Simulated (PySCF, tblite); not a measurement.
# C₄H₇F₃Si: geometry, infrared bands and NMR shifts

What infrared bands and NMR shifts should C₄H₇F₃Si (`C[SiH2]CC(F)=C(F)F`) show?

The runs use tblite 0.8.0 and PySCF 2.14.0, with density-fitted response routines of our own; the level of theory stands in each step. All values are computed, except where a source is named. Atoms count from 0, in the outputs and in this text.

### Step 1. The starting structure

15 atoms, charge 0, multiplicity 1; geometry from: force field or distance geometry start.

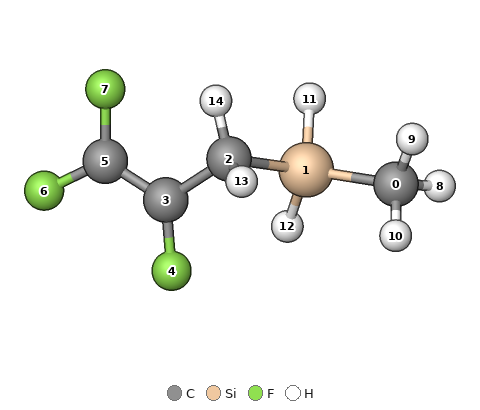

As it starts; carbon grey, silicon light orange, fluorine green, hydrogen white, atoms numbered; sticks join atoms by distance.

### Step 2. Optimising the geometry with GFN2-xTB

What the job is given:

```
{"job": {"kind": "relax", "xc": "GFN2-xTB", "basis": "xTB"}, "charge": 0, "multiplicity": 1}
C     -2.589600     0.059800     0.032000
Si    -0.892800    -0.518800    -0.355000
C      0.449800     0.326600     0.644200
C      1.582800     0.531200    -0.332700
F      1.400600     1.248400    -1.433200
C      2.748300    -0.045700    -0.028200
F      3.853100     0.054500    -0.806800
F      2.823700    -0.747100     1.128300
H     -3.335100    -0.543800    -0.550800
H     -2.868000    -0.054200     1.118400
H     -2.685300     1.115600    -0.231400
H     -0.816900    -1.955000     0.034900
H     -0.565900    -0.433300    -1.774100
H      0.132600     1.288900     1.062200
H      0.758400    -0.319100     1.470400
```

Command:

```bash
> OMP_NUM_THREADS=1 python probes_run.py task.json out
```

The driver reads the jobs from task.json and runs them one after another.

What it wrote:

```text
step      E/eV     max force
  0    -762.12904    2.068
  1    -762.30596    1.185
  2    -762.37048    0.949
  3    -762.42062    0.647
  4    -762.46465    0.480
  5    -762.48669    0.372
  6    -762.49933    0.277
  7    -762.51371    0.305
  8    -762.52544    0.371
  9    -762.53655    0.382
 10    -762.54666    0.283
 11    -762.55593    0.345
 12    -762.56250    0.255
 13    -762.56603    0.122
 14    -762.56796    0.102
 15    -762.56974    0.135
 16    -762.57165    0.148
 17    -762.57335    0.126
 18    -762.57473    0.094
 19    -762.57593    0.091
 20    -762.57694    0.097
 21    -762.57765    0.066
 22    -762.57810    0.054
 23    -762.57850    0.058
 24    -762.57902    0.084
 25    -762.57959    0.073
 26    -762.58008    0.056
 27    -762.58044    0.064
 28    -762.58080    0.065
 29    -762.58127    0.080
 30    -762.58186    0.066
 31    -762.58240    0.058
 32    -762.58278    0.050
 33    -762.58309    0.047
 34    -762.58341    0.049
 35    -762.58381    0.062
 36    -762.58425    0.065
 37    -762.58464    0.061
 38    -762.58500    0.051
 39    -762.58539    0.045
 40    -762.58585    0.072
 41    -762.58628    0.065
 42    -762.58653    0.034
 43    -762.58665    0.035
 44    -762.58675    0.036
 45    -762.58689    0.053
 46    -762.58706    0.053
 47    -762.58723    0.032
 48    -762.58740    0.033
 49    -762.58760    0.035
 50    -762.58783    0.058
 51    -762.58805    0.053
 52    -762.58823    0.037
 53    -762.58841    0.038
 54    -762.58868    0.051
 55    -762.58912    0.086
 56    -762.58975    0.095
 57    -762.59045    0.072
 58    -762.59127    0.084
 59    -762.59255    0.118
 60    -762.59450    0.194
 61    -762.59694    0.229
 62    -762.59919    0.160
 63    -762.60067    0.088
 64    -762.60083    0.121
 65    -762.60234    0.095
 66    -762.60298    0.083
 67    -762.60416    0.064
 68    -762.60469    0.064
 69    -762.60523    0.067
 70    -762.60565    0.071
 71    -762.60619    0.056
 72    -762.60697    0.068
 73    -762.60761    0.066
 74    -762.60788    0.054
 75    -762.60809    0.033
 76    -762.60829    0.029
 77    -762.60839    0.023
 78    -762.60845    0.016
 79    -762.60849    0.017
 80    -762.60852    0.018
 81    -762.60856    0.017
 82    -762.60863    0.020
 83    -762.60872    0.021
 84    -762.60882    0.024
 85    -762.60890    0.026
 86    -762.60898    0.025
 87    -762.60906    0.024
 88    -762.60920    0.033
 89    -762.60941    0.038
 90    -762.60971    0.056
 91    -762.61008    0.069
 92    -762.61055    0.069
 93    -762.61112    0.057
 94    -762.61188    0.062
 95    -762.61251    0.057
 96    -762.61301    0.032
 97    -762.61318    0.050
 98    -762.61334    0.034
 99    -762.61346    0.029
100    -762.61364    0.027
101    -762.61377    0.030
102    -762.61404    0.032
103    -762.61427    0.027
104    -762.61442    0.022
105    -762.61450    0.025
106    -762.61458    0.025
107    -762.61473    0.024
108    -762.61489    0.022
109    -762.61507    0.022
110    -762.61518    0.022
111    -762.61523    0.028
112    -762.61527    0.017
113    -762.61530    0.014
114    -762.61535    0.014
115    -762.61538    0.012
116    -762.61540    0.010
117    -762.61541    0.008
```

It took 0.79 s on 1 thread of Arm Neoverse V1, shared host.

Step by step: (not every step is listed)

| step | energy from step 0 (eV) | largest force (eV/Å) |
| --- | --- | --- |
| 0 | 0.0000 | 2.0676 |
| 1 | -0.1769 | 1.1848 |
| 2 | -0.2414 | 0.9494 |
| 3 | -0.2916 | 0.6474 |
| 4 | -0.3356 | 0.4801 |
| 5 | -0.3576 | 0.3720 |
| 6 | -0.3703 | 0.2774 |
| 7 | -0.3847 | 0.3053 |
| 8 | -0.3964 | 0.3711 |
| 18 | -0.4457 | 0.0940 |
| 28 | -0.4518 | 0.0645 |
| 38 | -0.4560 | 0.0506 |
| 48 | -0.4584 | 0.0333 |
| 58 | -0.4622 | 0.0845 |
| 68 | -0.4756 | 0.0644 |
| 78 | -0.4794 | 0.0163 |
| 88 | -0.4802 | 0.0331 |
| 98 | -0.4843 | 0.0344 |
| 108 | -0.4858 | 0.0222 |
| 112 | -0.4862 | 0.0169 |
| 113 | -0.4863 | 0.0140 |
| 114 | -0.4863 | 0.0136 |
| 115 | -0.4863 | 0.0122 |
| 116 | -0.4864 | 0.0100 |
| 117 | -0.4864 | 0.0084 |

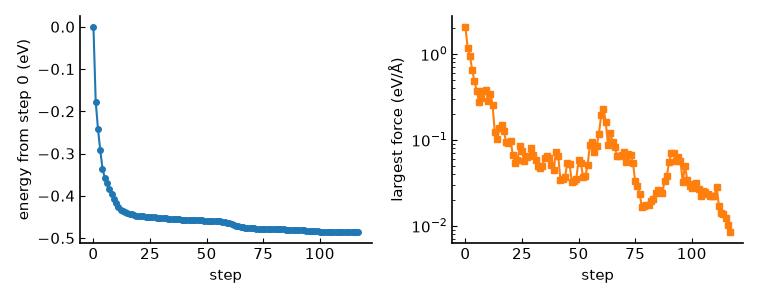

Energy and force, step by step.

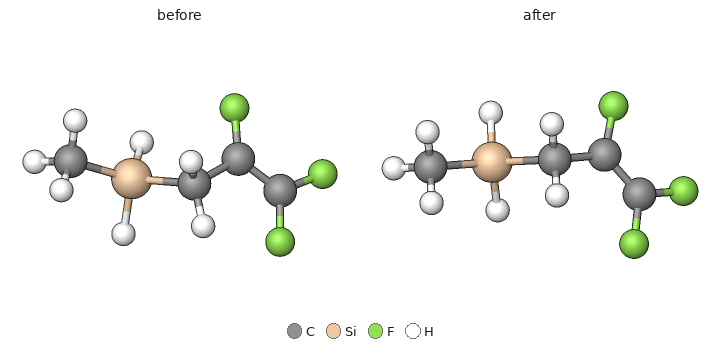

The geometry before (left) and after (right).

Close pairs (by a distance rule), those that changed most:

| bond | before (Å) | after (Å) | change (Å) |
| --- | --- | --- | --- |
| C0–Si1 | 1.834 | 1.895 | +0.061 |
| Si1–C2 | 1.875 | 1.929 | +0.054 |
| C0–H9 | 1.127 | 1.087 | -0.041 |
| C0–H8 | 1.122 | 1.085 | -0.037 |
| C2–C3 | 1.510 | 1.475 | -0.035 |
| C5–F6 | 1.355 | 1.330 | -0.026 |
| C3–F4 | 1.326 | 1.351 | +0.024 |
| Si1–H11 | 1.490 | 1.466 | -0.024 |

The final coordinates are the input of the step that follows.

### Step 3. Infrared spectrum with GFN2-xTB

What the job is given:

```
{"job": {"kind": "ir", "xc": "GFN2-xTB", "basis": "xTB"}, "charge": 0, "multiplicity": 1}
C     -2.588924    -0.171254     0.264503
Si    -0.921769    -0.427250    -0.599042
C      0.378455     0.628196     0.358475
C      1.709566     0.503554    -0.265115
F      1.870441     1.158532    -1.435191
C      2.721850    -0.226823     0.185124
F      3.908635    -0.382430    -0.393944
F      2.660228    -0.916169     1.327068
H     -3.367338    -0.738792    -0.235407
H     -2.560034    -0.497882     1.300395
H     -2.889865     0.872974     0.256779
H     -0.482150    -1.824260    -0.533694
H     -0.965155     0.043098    -1.985428
H      0.081759     1.676400     0.336980
H      0.439887     0.310096     1.396586
```

What it wrote:

```text
mode    cm-1     km/mol
  1      38.7      0.01
  2      39.0      0.14
  3      90.3      0.61
  4     129.9      0.24
  5     158.8      3.08
  6     181.4      6.51
  7     199.8      0.58
  8     321.6      6.56
  9     394.1     12.57
 10     443.3     23.85
 11     445.3     20.37
 12     466.7      2.66
 13     530.5      8.74
 14     558.3      0.03
 15     659.1    126.38
 16     711.8     46.56
 17     752.6     35.22
 18     764.4     39.58
 19     777.4    217.54
 20     791.0     14.05
 21     828.9    102.02
 22     840.8    231.31
 23    1024.0    254.77
 24    1152.9     92.91
 25    1190.8    197.34
 26    1204.9    147.74
 27    1238.2    136.80
 28    1371.9     13.28
 29    1438.2      5.42
 30    1475.1      0.83
 31    1483.0      0.71
 32    1785.2     33.57
 33    2249.7    345.57
 34    2264.8    200.22
 35    2996.2     16.78
 36    3024.9     11.02
 37    3034.1     21.52
 38    3036.8     19.79
 39    3053.2     18.03
```

Wall time 0.52 s (1 thread of Arm Neoverse V1, shared host).

Which atoms move in the most intense modes:

| cm⁻¹ | km/mol | atoms |
| --- | --- | --- |
| 777 | 217.5 | H12 23 %, H11 22 %, Si1 20 %, C0 13 % |
| 841 | 231.3 | H8 39 %, C0 15 %, H10 12 %, Si1 11 % |
| 1024 | 254.8 | H14 25 %, C3 20 %, F4 15 %, H13 12 % |
| 1191 | 197.3 | C5 71 %, F6 14 %, F7 13 % |
| 1205 | 147.7 | H14 50 %, C2 24 %, H13 21 % |
| 1238 | 136.8 | C3 65 %, C2 15 % |
| 2250 | 345.6 | H11 90 % |
| 2265 | 200.2 | H12 91 % |

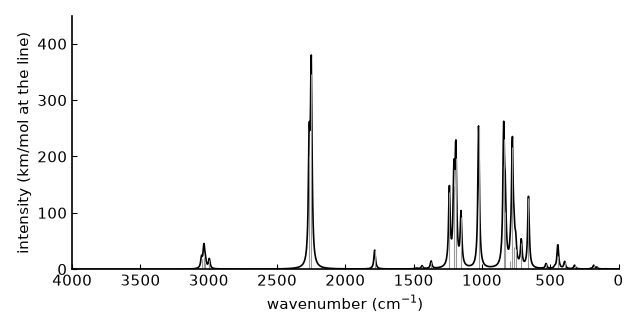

The infrared spectrum from these modes, unscaled. Lines are broadened to a width of 14 cm⁻¹ (Lorentzian).

### Step 4. NMR shieldings: PBE0/pcSseg-1

Settings changed since step 3:

```diff
@@ -1,2 +1,2 @@
-{"job": {"kind": "ir", "xc": "GFN2-xTB", "basis": "xTB"}, "charge": 0, "multiplicity": 1}
+{"job": {"kind": "nmr", "xc": "PBE0", "basis": "pcSseg-1"}, "charge": 0, "multiplicity": 1}
 C     -2.588924    -0.171254     0.264503
```

Level: GIAO PBE0/pcSseg-1 NMR shielding, non-relativistic, gas phase.

What it wrote:

```text
coarse grid: 13568 points
cycle   1  E = -744.8057709939  dE =  9.420e-01  |g| = 7.813e-01  |ddm| = 3.439e+00
cycle   2  E = -744.6921180502  dE =  1.137e-01  |g| = 1.141e+00  |ddm| = 1.241e+00
cycle   3  E = -744.9139607147  dE = -2.218e-01  |g| = 9.523e-02  |ddm| = 8.029e-01
cycle   4  E = -744.9153423398  dE = -1.382e-03  |g| = 4.584e-02  |ddm| = 1.022e-01
cycle   5  E = -744.9157682040  dE = -4.259e-04  |g| = 1.008e-02  |ddm| = 4.422e-02
cycle   6  E = -744.9157836090  dE = -1.541e-05  |g| = 4.434e-03  |ddm| = 1.062e-02
cycle   7  E = -744.9157878527  dE = -4.244e-06  |g| = 7.660e-04  |ddm| = 4.061e-03
final grid: 129176 points
cycle   8  E = -744.9819813552  dE = -3.937e-05  |g| = 8.581e-03  |ddm| = 2.191e-02
cycle   9  E = -744.9819675004  dE =  1.385e-05  |g| = 1.232e-02  |ddm| = 1.511e-02
cycle  10  E = -744.9819971528  dE = -2.965e-05  |g| = 1.153e-03  |ddm| = 8.717e-03
cycle  11  E = -744.9819974004  dE = -2.476e-07  |g| = 3.077e-04  |ddm| = 1.021e-03
cycle  12  E = -744.9819974196  dE = -1.926e-08  |g| = 1.157e-04  |ddm| = 3.306e-04
cycle  13  E = -744.9819974223  dE = -2.613e-09  |g| = 3.349e-05  |ddm| = 1.165e-04
cycle  14  E = -744.9819974225  dE = -2.321e-10  |g| = 6.930e-06  |ddm| = 3.280e-05
converged SCF energy = -744.9819974225

GIAO shielding tensors (ppm)
atom      isotropic    diamagn.    paramagn.     s11        s22        s33       span
  0 C      193.237     252.814     -59.576    190.745    191.902    197.065      6.320
  1 Si     389.325     880.831    -491.506    356.341    385.174    426.461     70.120
  2 C      171.375     254.688     -83.313    161.483    163.845    188.797     27.314
  3 C       48.955     252.339    -203.384      9.936     54.837     82.093     72.158
  4 F      354.040     472.359    -118.319    290.177    366.581    405.363    115.185
  5 C       21.172     250.940    -229.768    -36.696     43.734     56.479     93.174
  6 F      280.686     468.634    -187.948    261.456    284.458    296.144     34.688
  7 F      298.421     475.952    -177.530    247.925    304.921    342.418     94.494
  8 H       31.453      28.392       3.061     26.721     27.981     39.658     12.938
  9 H       31.439      30.844       0.595     26.791     29.296     38.230     11.440
 10 H       31.472      30.337       1.135     26.811     29.204     38.402     11.591
 11 H       27.535      30.253      -2.717     24.030     26.667     31.909      7.879
 12 H       27.260      29.917      -2.657     23.366     26.771     31.645      8.279
 13 H       29.937      31.509      -1.572     25.283     28.941     35.586     10.303
 14 H       29.822      32.951      -3.129     25.034     29.939     34.494      9.460
```

It took 28 s on 1 thread of Arm Neoverse V1, shared host; peak memory 0.8 GiB.

The references, computed at this level on geometries of the same kind, shield at (ppm): 1H TMS 31.72, 13C TMS 186.9, 29Si TMS 349.2, 19F CFCl3 170.9. Their shielding less the atom's gives the shift. The references are single molecules in the gas phase, so shifts against H2O, NH3, PH3, H3PO4 or CFCl3 are not on the usual liquid scales and can be off by tens of ppm. Atoms listed in one row are averaged.

| atoms | environment | σ (ppm) | δ (ppm) | δ scaled to CDCl3 |
| --- | --- | --- | --- | --- |
| C5 | fully substituted alkene carbon | 21.2 | 165.8 | 159.9 |
| C3 | fully substituted alkene carbon | 49.0 | 138.0 | 132.7 |
| C2 | allylic sp3 CH2 bonded to Si | 171.4 | 15.5 | 13.3 |
| C0 | methyl carbon bonded to Si | 193.2 | -6.3 | -8.1 |
| H11, H12 | hydrogen on a silicon bonded to 2 C | 27.40 | 4.32 | – |
| H13, H14 | hydrogen on an allylic sp3 CH2 bonded to Si | 29.88 | 1.84 | 1.84 |
| H8, H9, H10 | hydrogen on a methyl carbon bonded to Si | 31.45 | 0.26 | 0.35 |
| Si1 | silicon bonded to 2 C, 2 H | 389.3 | -40.2 | – |
| F6 | vinylic fluorine | 280.7 | -109.7 | – |
| F7 | vinylic fluorine | 298.4 | -127.5 | – |
| F4 | vinylic fluorine | 354.0 | -183.1 | – |

The scaled column applies a straight-line fit of computed shieldings to shifts measured in CDCl3, and one for carbons that bear F (root-mean-square error 0.16 ppm for H, 1.9 ppm for C).

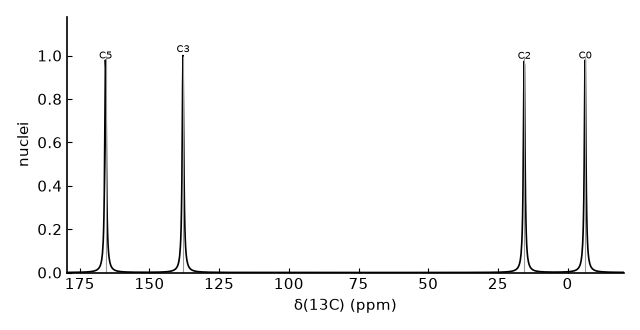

13C lines at the computed shifts, without couplings. Lines are broadened to a width of 0.69 ppm (Lorentzian).

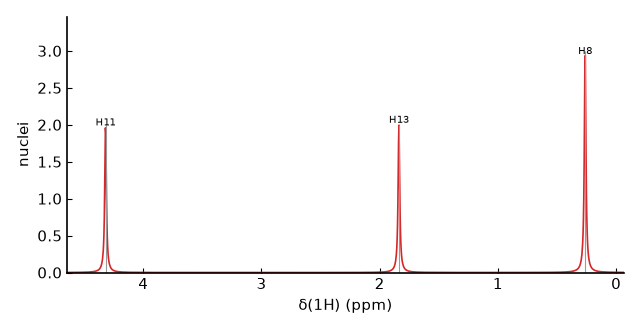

1H lines at the computed shifts, without couplings. Lines are broadened to a width of 0.02 ppm (Lorentzian).

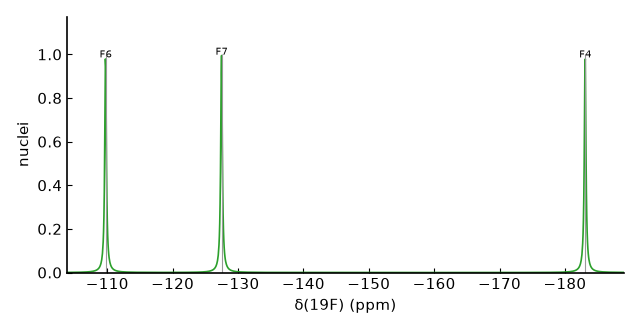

19F lines at the computed shifts, without couplings. Lines are broadened to a width of 0.29 ppm (Lorentzian).

The run also stored atomic charges by several schemes (e):

| atoms | Mulliken | IAO | Hirshfeld | ESP fit |
| --- | --- | --- | --- | --- |
| C0 | -0.63 | -0.72 | -0.21 | -0.70 |
| Si1 | 0.66 | 0.78 | 0.35 | 0.71 |
| C2 | -0.50 | -0.56 | -0.17 | -0.44 |
| C3 | 0.09 | 0.20 | 0.04 | 0.01 |
| F4 | -0.27 | -0.27 | -0.08 | -0.14 |
| C5 | 0.53 | 0.48 | 0.13 | 0.30 |
| F6 | -0.24 | -0.24 | -0.07 | -0.14 |
| F7 | -0.25 | -0.25 | -0.07 | -0.14 |

ESP fit charges:

C0 -0.70; Si1 0.71; C2 -0.44; C3 0.01; F4 -0.14; C5 0.30; F6 -0.14; F7 -0.14; H8 0.17; H9 0.17; H10 0.17; H11 -0.15; H12 -0.14; H13 0.17; H14 0.15

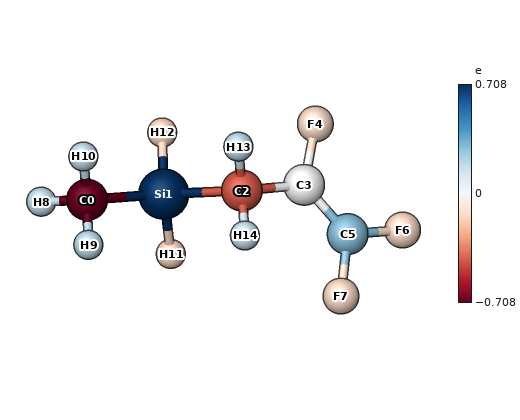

ESP fit charges, as colours on the atoms.

Mayer bond orders: C0–Si1 0.96, Si1–C2 0.85, C2–C3 1.03, C3–F4 0.95, C3–C5 1.73, C5–F6 1.01, C5–F7 1.00.

### Step 5. Summary of results

| quantity | value |
| --- | --- |
| strongest single infrared mode (GFN2-xTB) | 2250 cm⁻¹, 346 km/mol |
| zero-point energy (GFN2-xTB) | 61.7 kcal/mol |
| 13C shifts against TMS (PBE0/pcSseg-1) | 165.8, 138.0, 15.5, -6.3 ppm |
| 1H shifts against TMS (PBE0/pcSseg-1, means over atoms taken as alike) | 4.32, 1.84, 0.26 ppm |
| 29Si shifts against TMS (PBE0/pcSseg-1) | -40.2 ppm |
| 19F shifts against CFCl3 (PBE0/pcSseg-1) | -109.7, -127.5, -183.1 ppm |

What this shows: Over 117 steps the energy fell by 0.486 eV; of the close pairs, C0–Si1 changed most, 1.834 to 1.895 Å. No mode is imaginary among the 39: a minimum at this level. The strongest single mode, at 2250 cm⁻¹, moves mainly H11. Unscaled tight-binding wavenumbers are off by several per cent, some by more. Its intensities can rank the bands wrongly. At PBE0/pcSseg-1: The largest span, 115 ppm, is at F4, where the paramagnetic term is -118 ppm.
